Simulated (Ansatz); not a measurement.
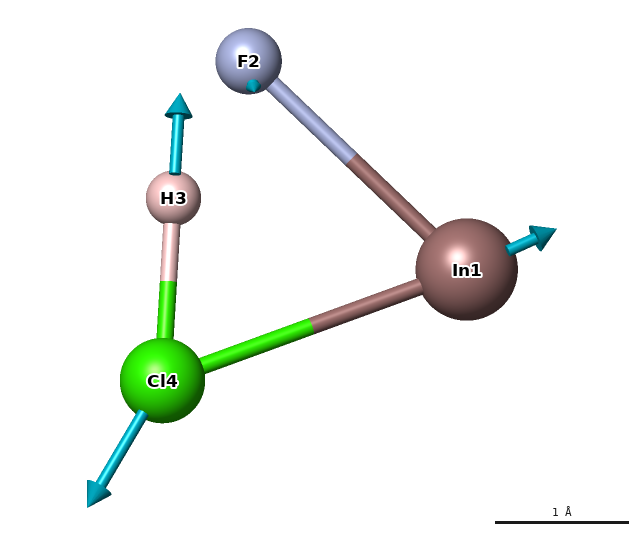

Arrows show the forces on the atoms, 0.3 Å of arrow for 1 eV/Å; forces under a tenth of the largest aren't drawn. Level of theory: B97M-V/def2-TZVPP (Ansatz 0.2.0).

**On which atom is the force largest, and how large is it?**

On Cl4: 2.86 eV/Å.

**Along which bond is the force strongest?**

H3–Cl4, now 1.393 Å: the forces push its atoms apart, so a first step downhill lengthens it.

List the force components in the frame of the picture (x right, y up, z towards the viewer), in eV/Å.

```json
{"atom": "In1", "Fx": "1.25", "Fy": "0.56", "Fz": "−0.31"}
{"atom": "F2", "Fx": "0.04", "Fy": "−0.22", "Fz": "0.20"}
{"atom": "H3", "Fx": "0.13", "Fy": "2.06", "Fz": "−0.52"}
{"atom": "Cl4", "Fx": "−1.42", "Fy": "−2.40", "Fz": "0.64"}
```
